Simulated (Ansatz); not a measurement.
# AlC (quartet): RPA-PBE over vertical spin and charge gaps, cc-pVTZ

Aim: run AlC (quartet) with these functionals over vertical spin and charge gaps, and hold them against the top wave-function level at the same points.

The runs use Ansatz 0.2.0, Gaussian basis; cc-pVTZ, all electrons in the functionals, frozen cores in the correlation of double hybrids and RPA.

The runs, in order: RPA-PBE, at charge 0, quartet; charge 0, doublet; charge 0, sextet; charge 1, triplet; charge 1, quintet.

14 further runs of the same task are left out: 4 that didn't finish, 10 set aside as unsound or not needed.

## (1) The system

The geometry is a PBE0/def2-TZVP stationary point (not a proven minimum).

2 atoms, charge 0, spin multiplicity 4.

Atoms are counted from 1 here; the program's logs count them from 0.

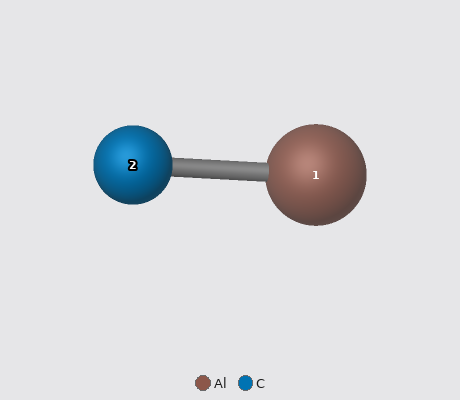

The geometry (aluminium brown, carbon blue); atoms are numbered from 1 in the order of the file.

Coordinates:

```xyz
2
CAl
Al    0.0000    0.0000    0.0000
C     0.0000    0.0000    1.9668
```

No dispersion term is added.

The geometry shown and the zero of energy belong to the point charge 0, quartet. The yardstick, UCCSDT(Q), and other wave-function levels (R restricted, U unrestricted, valence and pair active spaces) come from earlier runs.

## (2) RPA-PBE, charge 0, quartet

File in.yaml:

```yaml
crystal:
  periodic: [false, false, false]
  atoms:
    - {symbol: Al, position_ang: [0.000000, 0.000000, 0.000000]}
    - {symbol: C, position_ang: [0.000000, 0.000000, 1.966767]}
basis:
  gaussian: {orbitals: cc-pVTZ}
magnetization: {spin_polarized: true, initial_magnetization: 3}
hamiltonian: {xc: {name: PBE}}
correlation: {method: rpa, electrons: outside_noble_gas}
```

Launch:

```
> ansatz run in.yaml --threads 1 --pin off --events-out ev --progress --plain --max-ram 2393MiB
```

Output:

```text
Functional definition: PBE
  name "PBE"
  cite "Perdew, Burke & Ernzerhof, Phys. Rev. Lett. 77, 3865 (1996) doi:10.1103/PhysRevLett.77.3865"
  parent pbe
  parameter kappa = 0.804
  parameter beta = 0.06672455060314922
  exchange = pbe_x(kappa = kappa, mu = beta*pi^2/3)
  correlation = pbe_c(beta = beta)
399 factors; integrals over basis functions are off by at most 1.5e-3 eV
mean field evaluation 1: about -7616.2591 eV, gradient 3.1e1 eV
mean field evaluation 2: about -7616.2577 eV, gradient 3.1e1 eV
mean field evaluation 4: about -7622.7861 eV, gradient 6.8e0 eV
mean field evaluation 8: about -7623.5701 eV, gradient 6.7e-2 eV
mean field evaluation 16: about -7623.5697 eV, gradient 1.8e-4 eV
mean field evaluation 32: about -7602.1801 eV, gradient 1.6e1 eV
mean field -7623.56968863 eV, -280.1610186161 hartree, gradient 2.4e-6 eV, S^2 3.753039; 0 other end points of the search recorded, 0 dependent functions left out
6 core orbitals not correlated: weight in the atoms' cores, before any rotation towards them, 1.000 or more for the frozen orbitals, at most 0.000 for the correlated occupied ones
reference -7609.33584239 eV, -279.6379344147 hartree; 5, 2 occupied and 53, 56 virtual orbitals, 399 factors
Total energy: -7617.44403133 eV, -279.9359048622 hartree
```

Wall time 1.6 s (1 thread of Arm Neoverse V1, shared host).

From the report: ⟨S²⟩ of the determinant 3.753 (pure quartet: 3.75).

## (3) RPA-PBE, charge 0, doublet

Edit in.yaml of step 2 so:

```diff
@@ -7,3 +7,3 @@
   gaussian: {orbitals: cc-pVTZ}
-magnetization: {spin_polarized: true, initial_magnetization: 3}
+magnetization: {spin_polarized: true, initial_magnetization: 1}
 hamiltonian: {xc: {name: PBE}}
```

Same command.

Output, cut to the lines that bear on the results:

```text
Functional definition: PBE
  name "PBE"
  cite "Perdew, Burke & Ernzerhof, Phys. Rev. Lett. 77, 3865 (1996) doi:10.1103/PhysRevLett.77.3865"
  parent pbe
[...]
399 factors; integrals over basis functions are off by at most 1.5e-3 eV
[...]
mean field -7623.12167814 eV, -280.1445545343 hartree, gradient 1.9e-6 eV, S^2 1.767937; 17 other end points of the search recorded, 0 dependent functions left out
6 core orbitals not correlated: weight in the atoms' cores, before any rotation towards them, 1.000 or more for the frozen orbitals, at most 0.000 for the correlated occupied ones
reference -7608.50896192 eV, -279.6075471178 hartree; 4, 3 occupied and 54, 55 virtual orbitals, 399 factors
Total energy: -7616.89294172 eV, -279.9156526928 hartree
```

Wall time 18 s (1 thread of Arm Neoverse V1, shared host).

From the report: ⟨S²⟩ of the determinant 1.768 (pure doublet: 0.75). The determinant is far from a pure spin state, so its energy mixes those of several spin states (harmless only where they are near-degenerate, as at dissociation).

From charge 0, quartet: +12.7 kcal/mol.

## (4) RPA-PBE, charge 0, sextet

Edit in.yaml of step 3 so:

```diff
@@ -7,3 +7,3 @@
   gaussian: {orbitals: cc-pVTZ}
-magnetization: {spin_polarized: true, initial_magnetization: 1}
+magnetization: {spin_polarized: true, initial_magnetization: 5}
 hamiltonian: {xc: {name: PBE}}
```

The command is unchanged.

Output, cut to the lines that bear on the results:

```text
Functional definition: PBE
  name "PBE"
  cite "Perdew, Burke & Ernzerhof, Phys. Rev. Lett. 77, 3865 (1996) doi:10.1103/PhysRevLett.77.3865"
  parent pbe
[...]
399 factors; integrals over basis functions are off by at most 1.5e-3 eV
[...]
mean field -7619.86539483 eV, -280.0248883296 hartree, gradient 8.1e-6 eV, S^2 8.751639; 2 other end points of the search recorded, 0 dependent functions left out
6 core orbitals not correlated: weight in the atoms' cores, before any rotation towards them, 1.000 or more for the frozen orbitals, at most 0.000 for the correlated occupied ones
reference -7607.34462558 eV, -279.5647585466 hartree; 6, 1 occupied and 52, 57 virtual orbitals, 399 factors
Total energy: -7613.89876137 eV, -279.8056185943 hartree
```

Run time: 2 s. Hardware: 1 thread of Arm Neoverse V1, shared host.

From the report: ⟨S²⟩ of the determinant 8.752 (pure sextet: 8.75).

From charge 0, quartet: +81.8 kcal/mol.

## (5) RPA-PBE, charge 1, triplet

Edit in.yaml of step 4 so:

```diff
@@ -7,3 +7,4 @@
   gaussian: {orbitals: cc-pVTZ}
-magnetization: {spin_polarized: true, initial_magnetization: 5}
+total_charge: 1
+magnetization: {spin_polarized: true, initial_magnetization: 2}
 hamiltonian: {xc: {name: PBE}}
```

Same command.

Output, cut to the lines that bear on the results:

```text
Functional definition: PBE
  name "PBE"
  cite "Perdew, Burke & Ernzerhof, Phys. Rev. Lett. 77, 3865 (1996) doi:10.1103/PhysRevLett.77.3865"
  parent pbe
[...]
399 factors; integrals over basis functions are off by at most 1.5e-3 eV
[...]
mean field -7614.97466851 eV, -279.8451574525 hartree, gradient 7.3e-6 eV, S^2 2.206885; 7 other end points of the search recorded, 0 dependent functions left out
6 core orbitals not correlated: weight in the atoms' cores, before any rotation towards them, 1.000 or more for the frozen orbitals, at most 0.000 for the correlated occupied ones
reference -7601.13671607 eV, -279.3366220800 hartree; 4, 2 occupied and 54, 56 virtual orbitals, 399 factors
Total energy: -7608.63551995 eV, -279.6121980400 hartree
```

It took 4 s on 1 thread of Arm Neoverse V1, shared host.

From the report: ⟨S²⟩ of the determinant 2.207 (pure triplet: 2.00).

From charge 0, quartet: +203.1 kcal/mol.

## (6) RPA-PBE, charge 1, quintet

Edit in.yaml of step 5 so:

```diff
@@ -8,3 +8,3 @@
 total_charge: 1
-magnetization: {spin_polarized: true, initial_magnetization: 2}
+magnetization: {spin_polarized: true, initial_magnetization: 4}
 hamiltonian: {xc: {name: PBE}}
```

Launched as before.

Output, cut to the lines that bear on the results:

```text
Functional definition: PBE
  name "PBE"
  cite "Perdew, Burke & Ernzerhof, Phys. Rev. Lett. 77, 3865 (1996) doi:10.1103/PhysRevLett.77.3865"
  parent pbe
[...]
399 factors; integrals over basis functions are off by at most 1.5e-3 eV
[...]
mean field -7613.85350051 eV, -279.8039552886 hartree, gradient 9.6e-6 eV, S^2 6.001155; 0 other end points of the search recorded, 0 dependent functions left out
6 core orbitals not correlated: weight in the atoms' cores, before any rotation towards them, 1.000 or more for the frozen orbitals, at most 0.000 for the correlated occupied ones
reference -7601.36717904 eV, -279.3450914379 hartree; 5, 1 occupied and 53, 57 virtual orbitals, 399 factors
Total energy: -7607.53798289 eV, -279.5718642966 hartree
```

Run time: 1.4 s. Hardware: 1 thread of Arm Neoverse V1, shared host.

From the report: ⟨S²⟩ of the determinant 6.001 (pure quintet: 6.00).

From charge 0, quartet: +228.4 kcal/mol.

## (7) The comparison

The yardstick is UCCSDT(Q), where the cluster series has nearly closed. It comes from earlier runs at the same points. Energies in kcal/mol, counted from charge 0, quartet; blanks weren't run or aren't comparable.

```
    level  quartet to doublet  quartet to sextet  ionisation to the triplet cation  ionisation to the quintet cation
UCCSDT(Q)                                   81.8                                                               221.1
  RPA-PBE                12.7               81.8                             203.1                             228.4
```

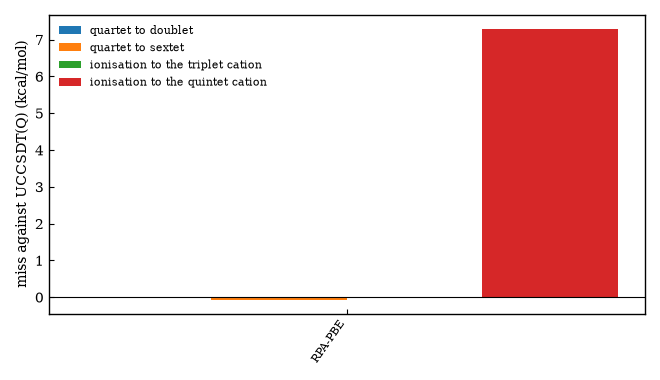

Misses of the gaps against UCCSDT(Q).

Largest miss and mean time a point (UCCSDT(Q) took 51 s a point; shared hosts):

```
  level  largest miss (kcal/mol)                             where  time a point
RPA-PBE                     +7.3  ionisation to the quintet cation         5.4 s
```

## (8) Results

| quantity | value |
| --- | --- |
| quartet to sextet, UCCSDT(Q) | 81.8 kcal/mol |
| ionisation to the quintet cation, UCCSDT(Q) | 221.1 kcal/mol |
| largest miss, RPA-PBE | +7.3 kcal/mol (ionisation to the quintet cation) |

What this shows: Misses are known at 2 of 4 points at best, and only functionals with that many are ranked. RPA-PBE strays by up to 7.3 kcal/mol, at ionisation to the quintet cation. RPA-PBE clearly breaks the spin symmetry at some points (⟨S²⟩ up to 1.02 above the pure value), so energy there is bought with a mixed spin. Functionals and the yardstick converge differently with the basis, so part of each miss in cc-pVTZ is the basis.
